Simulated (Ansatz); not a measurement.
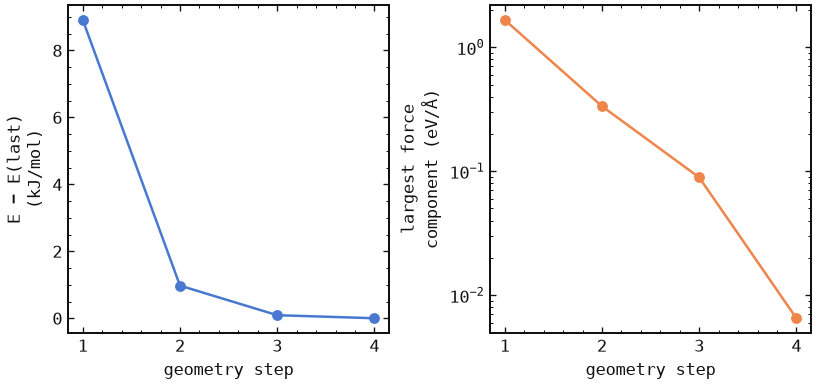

History of a geometry optimisation. The run: an isomer of formula CuH$_{2}$Te (charge +1), by Ansatz, RKS PBE-D4/def2-SVP.

The optimisation met its thresholds at geometry 4, counting the start as the first. The energy fell by about 8.9 kJ/mol from the first step to the last. The largest force component goes from about 1.7 eV/Å at the start to 7 × 10⁻³ eV/Å at the end.
